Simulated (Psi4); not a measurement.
**CH3ClFIn (SMILES [CH3][In]([F])[Cl]): DSD-PBEP86/def2-SVP (core potential, density fitting for correlation)**

What is the vertical ionisation energy of CH3ClFIn at DSD-PBEP86/def2-SVP (core potential, density fitting for correlation)? 

The calculation is run with Psi4 1.11.

6 further runs of the same task are left out: 5 that didn't finish, 1 set aside as unsound or not needed. Runs told in other sessions of the task aren't counted.

### 1 The molecule

CH3ClFIn has 7 atoms, charge 0, and is taken as a singlet. As SMILES, `[CH3][In]([F])[Cl]`. The shape is that of a PBE0-D4/def2-TZVP optimisation.

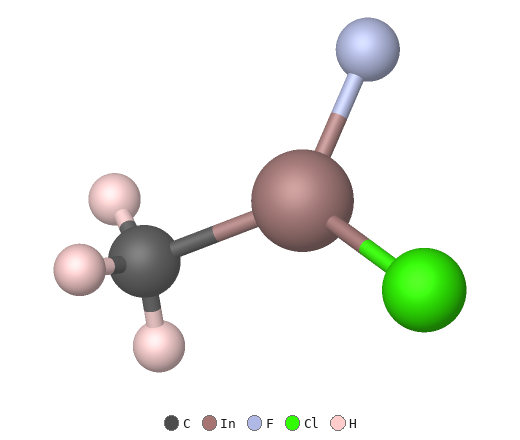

Viewed from a chosen angle; carbon dark grey, indium brown, fluorine light blue, chlorine green, hydrogen pink.

### 2 A single-point energy at DSD-PBEP86/def2-SVP (core potential, density fitting for correlation)

Input file calc.dat:

```
memory 2.2 GB

molecule mol {
  0 1
  C     -0.390800     0.951400     0.427300
  In     0.391000    -0.846100    -0.384300
  F      2.306000    -1.125500    -0.600500
  Cl    -0.728400    -2.728700    -1.135500
  H     -1.112900     1.373000    -0.270800
  H     -0.891300     0.725700     1.368500
  H      0.426300     1.650400     0.595200
  units angstrom
  symmetry c1
}

set globals {
  basis def2-SVP
  reference rks
  puream true
  e_convergence 1e-09
  d_convergence 1e-08
  scf_type pk
  dft_radial_points 99
  dft_spherical_points 590
  num_frozen_docc 11
}

energy_value, wavefunction = energy('dsd-pbep86', return_wfn=True)
```

The run is started by

```console
psi4 -i calc.dat -o calc.out -n 1
```

calc.out:

```text
[...]
    !!!  WARNING: ECP capability is in beta. Please check occupations closely.  !!!
[...]
  Running in c1 symmetry.
[...]
  Nuclear repulsion =  240.938696889581763
[...]
  Multiplicity = 1
[...]
  Nalpha       = 28
  Nbeta        = 28
[...]
    Number of basis functions: 87
[...]
   @RKS iter   1:  -788.37894783402726   -1.56818e+00   7.19428e-03 DIIS/ADIIS
[...]
   @RKS iter  11:  -788.56699804663003   -2.13731e-11   8.83474e-09 DIIS
[...]
    Orbital Energies [Eh]
    ---------------------
    Doubly Occupied:
       1A   -103.620944     2A    -25.645120     3A    -10.894884
       4A    -10.156592     5A     -7.727935     6A     -7.724638
       7A     -7.724292     8A     -5.177354     9A     -3.491417
      10A     -3.484026    11A     -3.481153    12A     -1.322838
      13A     -1.012233    14A     -0.986687    15A     -0.981783
      16A     -0.979386    17A     -0.975156    18A     -0.934963
      19A     -0.863701    20A     -0.549083    21A     -0.540482
      22A     -0.539863    23A     -0.496770    24A     -0.492723
      25A     -0.460050    26A     -0.412290    27A     -0.408350
      28A     -0.391617
[...]
  @RKS Final Energy:  -788.56699804663003
   => Energetics <=
    Nuclear Repulsion Energy =            240.9386968895817631
    One-Electron Energy =               -1643.5075914955255030
    Two-Electron Energy =                 631.7368032641343234
    DFT Exchange-Correlation Energy =     -17.7349067048205065
    Empirical Dispersion Energy =           0.0000000000000000
    VV10 Nonlocal Energy =                  0.0000000000000000
    Total Energy =                       -788.5669980466300331
[...]
 Multipole Moments:
 ------------------------------------------------------------------------------------
     Multipole            Electronic (a.u.)      Nuclear  (a.u.)        Total (a.u.)
 ------------------------------------------------------------------------------------
 L = 1.  Multiply by 2.5417464519 to convert [e a0] to [Debye]
 Dipole X            :          8.0095929           -8.8707144           -0.8611215
 Dipole Y            :          9.3749226           -8.0893704            1.2855522
 Dipole Z            :          3.6009290           -3.0043028            0.5966261
 Magnitude           :                                                    1.6583538
[...]
```

Wall time 12 s (1 thread of AMD EPYC 7R32 (Zen 2), shared host); peak memory 1 GiB.

### 3 The doublet cation at the same level

Input file run.py:

```python
import psi4

psi4.set_memory(2200000000)
psi4.set_num_threads(1)
psi4.set_output_file('run.log', False)

molecule = psi4.geometry("""
1 2
C     -0.390800     0.951400     0.427300
In     0.391000    -0.846100    -0.384300
F      2.306000    -1.125500    -0.600500
Cl    -0.728400    -2.728700    -1.135500
H     -1.112900     1.373000    -0.270800
H     -0.891300     0.725700     1.368500
H      0.426300     1.650400     0.595200
symmetry c1
""")

psi4.set_options({
    'basis': 'def2-SVP',
    'reference': 'uks',
    'puream': True,
    'e_convergence': 1e-09,
    'd_convergence': 1e-08,
    'scf_type': 'pk',
    'dft_radial_points': 99,
    'dft_spherical_points': 590,
    'num_frozen_docc': 11,
    'maxiter': 100,
})

e_tot, wfn = psi4.energy('dsd-pbep86', return_wfn=True)
print(f'total energy {e_tot:.8f} hartree = {e_tot * 27.211386:.5f} eV')
```

The run is started by

```console
python run.py
```

run.log:

```text
[...]
    !!!  WARNING: ECP capability is in beta. Please check occupations closely.  !!!
[...]
  Running in c1 symmetry.
[...]
  Nuclear repulsion =  240.938696889581763
[...]
  Multiplicity = 2
[...]
  Nalpha       = 28
  Nbeta        = 27
[...]
    Number of basis functions: 87
[...]
   @UKS iter   1:  -787.95855727418461   -1.14778e+00   7.12880e-03 ADIIS/DIIS
[...]
   @UKS iter  48:  -788.16800404853450   -1.52340e-11   1.48415e-09 DIIS
[...]
   @S^2 Observed:                8.122090110E-01
[...]
    Orbital Energies [Eh]
    ---------------------
    Alpha Occupied:
       1A   -103.912430     2A    -25.846652     3A    -11.146085
       4A    -10.446510     5A     -8.027394     6A     -8.012335
       7A     -8.010995     8A     -5.419306     9A     -3.730334
      10A     -3.729903    11A     -3.722655    12A     -1.519222
      13A     -1.279465    14A     -1.236935    15A     -1.222871
      16A     -1.216368    17A     -1.211158    18A     -1.197041
      19A     -1.111260    20A     -0.777634    21A     -0.773557
      22A     -0.771372    23A     -0.711260    24A     -0.700962
      25A     -0.685856    26A     -0.666308    27A     -0.665430
      28A     -0.664234
    Alpha Virtual:
[...]
  @UKS Final Energy:  -788.16800404853450
   => Energetics <=
    Nuclear Repulsion Energy =            240.9386968895817631
    One-Electron Energy =               -1629.9374939899587389
    Two-Electron Energy =                 618.4577667721387115
    DFT Exchange-Correlation Energy =     -17.6269737202962062
    Empirical Dispersion Energy =           0.0000000000000000
    VV10 Nonlocal Energy =                  0.0000000000000000
    Total Energy =                       -788.1680040485344989
  UHF NO Occupations:
  HONO-2 :   26  A 1.9992598
  HONO-1 :   27  A 1.9703692
[...]
 Multipole Moments:
 ------------------------------------------------------------------------------------
     Multipole            Electronic (a.u.)      Nuclear  (a.u.)        Total (a.u.)
 ------------------------------------------------------------------------------------
 L = 1.  Multiply by 2.5417464519 to convert [e a0] to [Debye]
 Dipole X            :          7.0254821           -8.8707144           -1.8452324
 Dipole Y            :          9.6055442           -8.0893704            1.5161738
 Dipole Z            :          3.7503562           -3.0043028            0.7460534
 Magnitude           :                                                    2.5020514
[...]
```

Standard output:

```text
total energy -788.45214763 hartree = -21454.87573 eV
```

Run time: 53 s. Hardware: 1 thread of AMD EPYC 7R32 (Zen 2), shared host; peak memory 1 GiB.

### 4 What came out

At DSD-PBEP86/def2-SVP (core potential, density fitting for correlation), 11 core orbitals frozen:

| quantity | value |
| --- | --- |
| singlet CH3ClFIn: total energy | -788.85685 Eh |
| singlet CH3ClFIn: HOMO energy (SCF part's orbitals) | -10.66 eV |
| singlet CH3ClFIn: LUMO energy (SCF part's orbitals) | 0.33 eV |
| singlet CH3ClFIn: HOMO–LUMO gap (SCF part's orbitals) | 10.99 eV |
| doublet cation: total energy | -788.45215 Eh |
| doublet cation: HOMO energy (SCF part's orbitals) (highest over α and β) | -16.18 eV |
| doublet cation: LUMO energy (SCF part's orbitals) (lowest over α and β) | -11.04 eV |
| doublet cation: ⟨S²⟩ | 0.812 |
| vertical ionisation energy (to the doublet cation) | 11.012 eV |

The vertical ionisation energy comes to 11.01 eV (254 kcal/mol). The negative HOMO energy of the first species, 10.66 eV, lies 0.36 eV below that difference.
